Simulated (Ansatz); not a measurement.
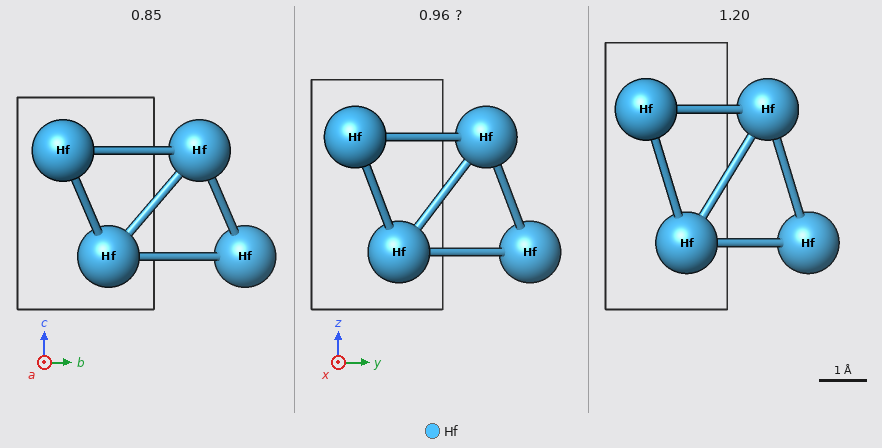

A crystal of Hf (P6_3/mmc): the ratio of the cell's length along z to its lengths across, counted as 1 for the reference, is changed at fixed volume (a c/a path), with the atoms kept at their fractional coordinates. x, y and z are the Cartesian axes of the input. The picture is a ball-and-stick view of the cell of the calculation, repeated 2 × 2 × 1 with one cell outlined, seen along the a axis.

Theory: DFT LDA, scalar-relativistic, plane waves, PAW in Ansatz 0.2.0. (plane-wave cutoff 420 eV; k-point mesh 21 × 21 × 10; occupations gaussian; smearing width 0.15 eV; no spin polarisation). Energies (free energies at the smearing named) are counted from the cell as listed in its source, which wasn't relaxed.

```csv
axial ratio over its reference value,energy change (meV/atom)
0.85,122.4
0.92,33.7
0.96,?
1.00,0.0
1.10,43.5
1.20,132.8
```

Q: One row is withheld. What is its energy?

A: A straight line between the two neighbours gives 16.9 meV/atom. A cubic through the four nearest rows (0.85, 0.92, 1.00, 1.10) gives, with Lagrange weights, (−0.0853)(122.4) + (0.6111)(33.7) + (0.5133)(0.0) + (−0.0391)(43.5) = 8.5 meV/atom. The calculation gives 7.6 meV/atom, so the cubic is 0.9 meV/atom too high and the straight line 9.3 meV/atom too high, as the curve bends upwards here.

The whole profile:

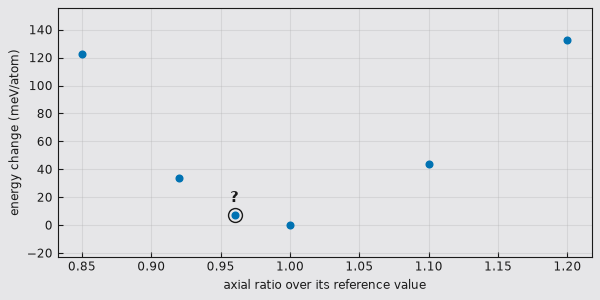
